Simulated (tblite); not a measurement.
## C4H5 (charge +1): geometry relaxation

The run: geometry relaxation of C4H5, charge +1. Method and program: GFN2-xTB geometry optimisation, gas phase (tblite 0.8.0).

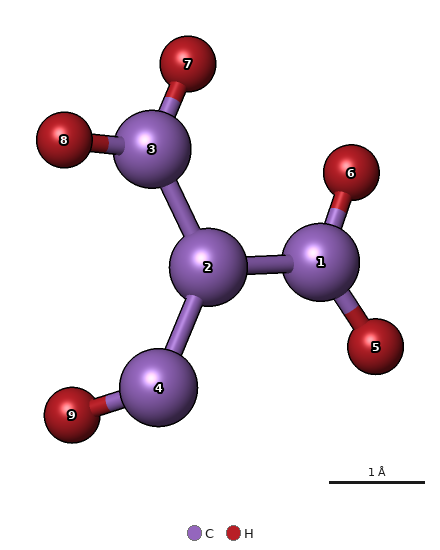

Fig. 1: The input geometry (ball-and-stick view, seen at a tilt; atoms are numbered from 1 in the order of the input).

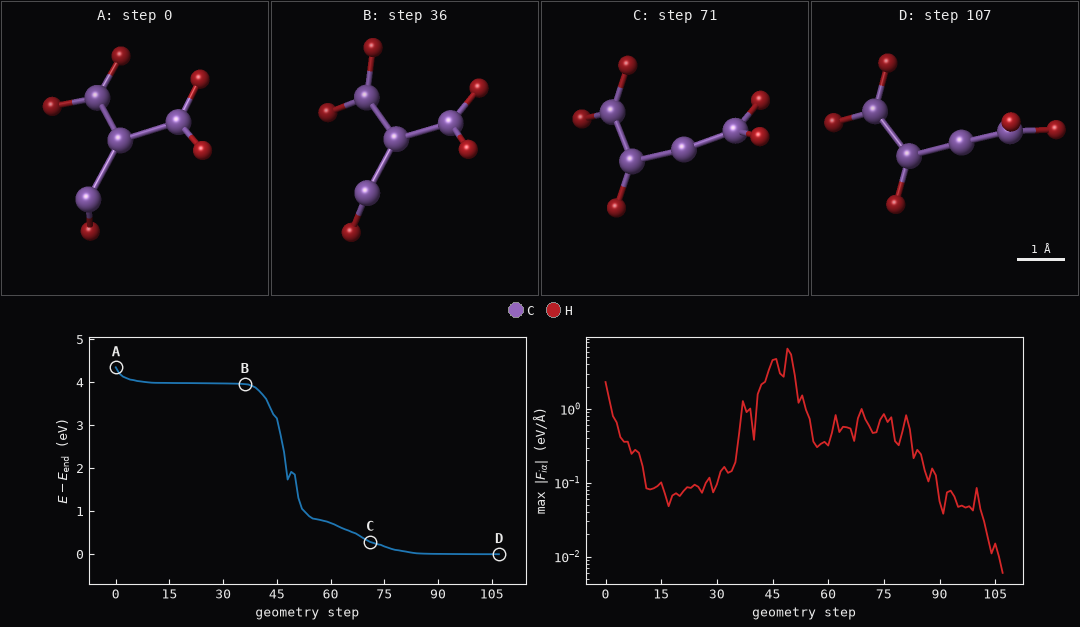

Fig. 2: Frames of the relaxation (ball-and-stick view, seen at a tilt) above the curves, on which the letters mark them (steps are counted from 0).

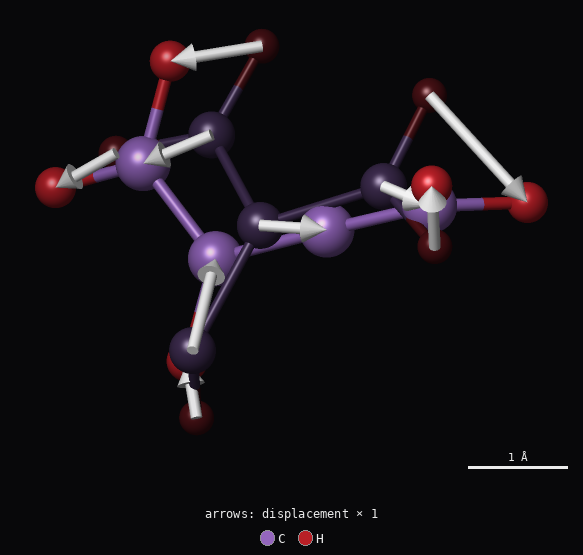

Fig. 3: Start (faint) and end (solid) with the displacements as white arrows, at true length (ball-and-stick view, seen at a tilt). The two geometries are laid on each other by the best rigid fit. The atom that moves furthest after the best rigid fit is H6 (1.49 Å). Largest moves by element: H 1.49 Å, C 1.32 Å. Among the contacts that change: C3–C4 2.555 → 1.358 Å, C2–C3 1.384 → 2.381 Å, C1–C2 1.425 → 1.260 Å, C2–C4 1.500 → 1.369 Å. New bonds form: C3–C4 (2.55 → 1.36 Å). Bonds break: C2–C3 (1.38 → 2.38 Å). Among the angles that change: C1–C2–C4 123.2° → 178.9°, C2–C4–H9 108.8° → 117.3°, H5–C1–H6 118.5° → 111.3°. The energy falls by 4.350 eV in 107 geometry steps. The largest force component goes from 2.3 to 0.006 eV/Å. (Atoms are counted from 1 in the order of the input.)

The input that produced these results follows, with the program's output.

## Input
```
{"job": {"kind": "relax", "xc": "GFN2-xTB", "basis": "xTB"}, "charge": 1, "multiplicity": 1}
C      1.366600    -0.502200     0.603700
C      0.164900    -0.090900    -0.041400
C     -0.902200    -0.913600     0.272700
C      0.084900     1.101300    -0.949000
H      2.290600     0.037600     0.463600
H      1.363900    -1.364900     1.270100
H     -0.834800    -1.757000     0.936500
H     -1.893700    -0.706700    -0.169400
H     -0.475500     1.887100    -0.445900
```

The first line tells a small driver script what to run in tblite; the rest is the geometry in Å.

Launch command:
```bash
OMP_NUM_THREADS=1 python <driver script> task.json out
```

## Log
```
step      E/eV     max force
  0    -282.32151    2.908
  1    -282.46541    1.758
  2    -282.53686    1.046
  3    -282.57352    0.824
  4    -282.60694    0.460
  5    -282.62002    0.397
  6    -282.64023    0.377
  7    -282.65024    0.284
  8    -282.66189    0.352
  9    -282.67100    0.318
 10    -282.67898    0.207
 11    -282.68250    0.128
 12    -282.68342    0.101
 13    -282.68386    0.096
 14    -282.68461    0.096
 15    -282.68564    0.105
 16    -282.68678    0.095
 17    -282.68750    0.061
 18    -282.68796    0.073
 19    -282.68829    0.082
 20    -282.68865    0.075
 21    -282.68925    0.087
 22    -282.69003    0.095
 23    -282.69088    0.087
 24    -282.69164    0.095
 25    -282.69236    0.092
 26    -282.69318    0.092
 27    -282.69422    0.119
 28    -282.69531    0.122
 29    -282.69620    0.090
 30    -282.69696    0.106
 31    -282.69812    0.145
 32    -282.69969    0.165
 33    -282.70146    0.147
 34    -282.70317    0.152
 35    -282.70651    0.262
 36    -282.71218    0.478
 37    -282.72118    1.292
 38    -282.75221    1.061
 39    -282.79092    1.402
 40    -282.86576    0.473
 41    -282.95513    1.619
 42    -283.05738    2.224
 43    -283.23830    2.515
 44    -283.41528    3.545
 45    -283.50954    4.866
 46    -283.88193    4.817
 47    -284.29391    4.375
 48    -284.93447    3.611
 49    -284.75463    7.525
 50    -284.81722    8.273
 51    -285.36161    3.589
 52    -285.61377    1.718
 53    -285.70029    1.548
 54    -285.78631    1.001
 55    -285.84125    0.828
 56    -285.85604    0.457
 57    -285.87261    0.423
 58    -285.89365    0.393
 59    -285.91277    0.384
 60    -285.94498    0.351
 61    -285.97664    0.488
 62    -286.01826    0.882
 63    -286.05732    0.632
 64    -286.09197    0.599
 65    -286.12144    0.574
 66    -286.15821    0.552
 67    -286.18741    0.508
 68    -286.23851    0.768
 69    -286.29249    1.052
 70    -286.33891    0.846
 71    -286.38534    0.789
 72    -286.41020    0.502
 73    -286.43844    0.662
 74    -286.45405    0.825
 75    -286.49081    1.040
 76    -286.51879    0.765
 77    -286.54812    0.775
 78    -286.57054    0.486
 79    -286.58137    0.411
 80    -286.59722    0.509
 81    -286.61043    0.840
 82    -286.62650    0.564
 83    -286.63995    0.247
 84    -286.65090    0.281
 85    -286.65527    0.259
 86    -286.65892    0.176
 87    -286.66092    0.137
 88    -286.66293    0.199
 89    -286.66403    0.134
 90    -286.66466    0.067
 91    -286.66517    0.050
 92    -286.66590    0.093
 93    -286.66671    0.105
 94    -286.66742    0.080
 95    -286.66799    0.053
 96    -286.66847    0.054
 97    -286.66894    0.048
 98    -286.66947    0.051
 99    -286.66998    0.060
100    -286.67044    0.091
101    -286.67081    0.063
102    -286.67114    0.040
103    -286.67123    0.019
104    -286.67128    0.012
105    -286.67130    0.016
106    -286.67132    0.012
107    -286.67133    0.007
```

## Trajectory as extended XYZ (Å, eV, eV/Å), 12 of the 108 frames kept, from step=0 to step=107
```
9
Properties=species:S:1:pos:R:3:forces:R:3 step=0 energy=-282.32151
C     1.3666   -0.5022    0.6037   -0.6170   0.3920  -0.5910
C     0.1649   -0.0909   -0.0414    1.0730   1.1030  -0.1830
C    -0.9022   -0.9136    0.2727   -1.2550   0.5320  -0.8020
C     0.0849    1.1013   -0.9490    0.0130  -2.3120   1.7640
H     2.2906    0.0376    0.4636    0.1340   0.0490  -0.0080
H     1.3639   -1.3649    1.2701    0.0070   0.2390  -0.2030
H    -0.8348   -1.7570    0.9365    0.1550  -0.1580   0.0140
H    -1.8937   -0.7067   -0.1694    0.4590  -0.2070   0.2610
H    -0.4755    1.8871   -0.4459    0.0320   0.3620  -0.2510
9
Properties=species:S:1:pos:R:3:forces:R:3 step=10 energy=-282.67898
C     1.3865   -0.4931    0.6209   -0.0370   0.0100  -0.0130
C     0.1613   -0.0490    0.0883   -0.0790  -0.1670   0.0930
C    -0.9506   -0.9032    0.2750    0.0920  -0.0240   0.0380
C    -0.0038    0.9978   -0.7844    0.0570   0.0560   0.0890
H     2.3110    0.0424    0.4279   -0.1300  -0.0900   0.0210
H     1.4156   -1.3728    1.2562   -0.0030   0.1500  -0.1080
H    -0.8281   -1.8128    0.8566   -0.0360   0.1420  -0.1340
H    -1.9122   -0.7009   -0.1856    0.1250  -0.0460   0.0870
H    -0.4149    1.9823   -0.6139    0.0130  -0.0310  -0.0740
9
Properties=species:S:1:pos:R:3:forces:R:3 step=19 energy=-282.68829
C     1.3769   -0.4916    0.6178    0.0010  -0.0030   0.0000
C     0.1458   -0.0446    0.1084   -0.0170  -0.0290   0.0080
C    -0.9539   -0.9113    0.2904   -0.0040   0.0180   0.0020
C     0.0377    1.0187   -0.7484   -0.0190  -0.0020  -0.0100
H     2.2964    0.0385    0.4127    0.0090  -0.0120  -0.0090
H     1.4117   -1.3630    1.2550    0.0000   0.0210   0.0400
H    -0.8238   -1.8393    0.8313    0.0240   0.0310  -0.0720
H    -1.9126   -0.7103   -0.1668   -0.0080  -0.0100   0.0330
H    -0.4135    1.9936   -0.6593    0.0140  -0.0150   0.0090
9
Properties=species:S:1:pos:R:3:forces:R:3 step=29 energy=-282.69620
C     1.3697   -0.4914    0.6164    0.0400   0.0030   0.0080
C     0.1402   -0.0485    0.1070    0.0170  -0.0620  -0.0270
C    -0.9637   -0.9124    0.2907   -0.0170   0.0480   0.0600
C     0.0713    1.0237   -0.7457    0.0090  -0.0160   0.0390
H     2.2974    0.0085    0.3795    0.0330   0.0520  -0.0220
H     1.3965   -1.2989    1.3346   -0.0140  -0.0110   0.0110
H    -0.7839   -1.8886    0.7207   -0.0740   0.0060  -0.0500
H    -1.9478   -0.6843   -0.0945    0.0420  -0.0030  -0.0070
H    -0.4150    1.9826   -0.6677   -0.0360  -0.0180  -0.0120
9
Properties=species:S:1:pos:R:3:forces:R:3 step=39 energy=-282.79092
C     1.5061   -0.4752    0.6503   -0.1830   0.0930   0.8960
C     0.2767   -0.1769    0.1381   -0.9450  -1.0120  -0.2180
C    -0.9802   -0.8611    0.2752   -0.2380   0.1960  -0.4080
C     0.1754    0.9013   -0.7519   -0.7440   0.1550   0.4200
H     2.3934    0.0289    0.3044    0.1930  -0.0640  -0.1820
H     1.5338   -0.9988    1.6119    0.2200   0.0000  -0.2970
H    -1.1029   -1.9662    0.1560    0.5150   0.9460  -0.1180
H    -1.9571   -0.3479    0.1616    0.8130  -0.1200   0.3280
H    -0.6807    1.5867   -0.6047    0.3700  -0.1940  -0.4210
9
Properties=species:S:1:pos:R:3:forces:R:3 step=49 energy=-284.75463
C     1.6032   -0.4148    0.9105   -0.6570  -0.3800  -0.0350
C     0.4063   -0.3125    0.3590    0.8640   0.6880  -0.2190
C    -1.0734   -0.6851    0.0340   -4.1020  -1.4270   1.2580
C    -0.4266    0.3287   -0.5277    3.0490   6.5650  -2.0580
H     2.3858   -0.1496    0.2352    0.7490   0.3060  -0.1210
H     1.9108   -0.8221    1.8683   -0.3910  -0.0420  -0.1340
H    -0.9868   -1.5625   -0.5944   -0.7870  -0.8250   0.8580
H    -2.0299   -0.1808    0.4611    0.7520  -2.1210  -0.0680
H    -0.6248    1.4894   -0.8050    0.5230  -2.7630   0.5190
9
Properties=species:S:1:pos:R:3:forces:R:3 step=58 energy=-285.89365
C     1.5964   -0.4255    0.8532   -0.1330  -0.0730  -0.1780
C     0.4622   -0.1750    0.2578    0.1570   0.3360  -0.1290
C    -1.1244   -0.5959   -0.0627   -0.0340  -0.1440   0.1470
C    -0.3975    0.4970   -0.5429    0.1320  -0.0420   0.1260
H     2.4728   -0.1460    0.2855    0.3320  -0.0820   0.1010
H     1.7358   -0.9306    1.7939   -0.0580  -0.0150   0.0870
H    -0.9524   -1.6267   -0.3510   -0.0840  -0.0380  -0.0620
H    -2.0693   -0.4440    0.4531   -0.0990   0.0130  -0.0280
H    -0.5587    1.5374   -0.7459   -0.2120   0.0440  -0.0640
9
Properties=species:S:1:pos:R:3:forces:R:3 step=68 energy=-286.23851
C     1.7510   -0.3663    0.7079    0.0200  -0.1240  -0.0020
C     0.8009    0.0409   -0.0276    0.0980   0.0090   0.4270
C    -1.2915   -0.6201   -0.1131   -0.1160   0.6230  -0.0280
C    -0.4586    0.4218   -0.3776    0.0760  -0.7450  -0.0740
H     2.8137   -0.3282    0.5296    0.1070  -0.0580  -0.2080
H     1.5024   -0.8490    1.6559    0.1960   0.1730   0.0370
H    -0.9261   -1.6234   -0.1228   -0.0420  -0.4550   0.1510
H    -2.2930   -0.4133    0.2463   -0.0950  -0.1510  -0.3430
H    -0.7342    1.4284   -0.5576   -0.2440   0.7270   0.0390
9
Properties=species:S:1:pos:R:3:forces:R:3 step=78 energy=-286.57054
C     1.8688   -0.3850    0.7584   -0.1380   0.1450   0.0650
C     0.7685    0.0358    0.2925    0.2520  -0.2140   0.3490
C    -1.4269   -0.6153   -0.1998   -0.0290   0.1850   0.0950
C    -0.4759    0.3558   -0.1665   -0.1480  -0.2870  -0.0230
H     2.8055   -0.2305    0.2246    0.0040  -0.1580   0.0280
H     2.0166   -0.8764    1.7322   -0.0570   0.3150  -0.3660
H    -1.2046   -1.6171    0.1455   -0.1260   0.0140  -0.1870
H    -2.4510   -0.3552   -0.4436    0.1130  -0.1540   0.0090
H    -0.7362    1.3786   -0.4023    0.1280   0.1530   0.0310
9
Properties=species:S:1:pos:R:3:forces:R:3 step=88 energy=-286.66293
C     1.9230   -0.3250    0.7730    0.0790  -0.0800   0.0090
C     0.7550   -0.0694    0.3802   -0.0390  -0.0390  -0.0020
C    -1.4965   -0.6240   -0.2377    0.0600   0.0810  -0.0440
C    -0.4932    0.2732   -0.0572   -0.1230   0.1560  -0.0080
H     2.7850   -0.4029    0.1158    0.0140  -0.0140  -0.0130
H     2.1982   -0.5204    1.8053    0.0050   0.0350   0.0280
H    -1.3762   -1.6774   -0.0387    0.0640  -0.0700   0.0300
H    -2.4707   -0.3011   -0.5739   -0.0250   0.0260  -0.0020
H    -0.6599    1.3377   -0.2258   -0.0340  -0.0960   0.0020
9
Properties=species:S:1:pos:R:3:forces:R:3 step=97 energy=-286.66894
C     1.9149   -0.3358    0.7756    0.0230   0.0150  -0.0370
C     0.7533   -0.0659    0.3701   -0.0120   0.0270   0.0260
C    -1.4880   -0.6226   -0.2464   -0.0100   0.0020  -0.0070
C    -0.5018    0.2894   -0.0477   -0.0050   0.0230   0.0020
H     2.7660   -0.5199    0.1243   -0.0190  -0.0230  -0.0250
H     2.2104   -0.4100    1.8188   -0.0380  -0.0070   0.0180
H    -1.3253   -1.6833   -0.1116    0.0170   0.0070   0.0180
H    -2.4813   -0.3125   -0.5431    0.0460   0.0010  -0.0090
H    -0.6836    1.3513   -0.1991   -0.0020  -0.0460   0.0140
9
Properties=species:S:1:pos:R:3:forces:R:3 step=107 energy=-286.67133
C     1.9093   -0.3400    0.7709   -0.0030  -0.0010  -0.0040
C     0.7480   -0.0420    0.3845    0.0030   0.0000   0.0060
C    -1.4751   -0.6215   -0.2425   -0.0010  -0.0030   0.0000
C    -0.5073    0.3080   -0.0348   -0.0010  -0.0040  -0.0020
H     2.7386   -0.5623    0.1040   -0.0020   0.0010   0.0040
H     2.2112   -0.4082    1.8130   -0.0020   0.0030  -0.0050
H    -1.2961   -1.6766   -0.0861    0.0010   0.0050   0.0000
H    -2.4625   -0.3310   -0.5724    0.0020   0.0010   0.0000
H    -0.7014    1.3645   -0.1955    0.0030   0.0000   0.0020
```

## Results in brief

| quantity | value |
| --- | --- |
| outcome | converged |
| total energy | −286.6713 eV |
| hardware | 1 CPU thread, shared host |
| wall time | 0.55 s |
| peak memory | 0.38 GiB |

## Remarks

The bonding changed during the run.
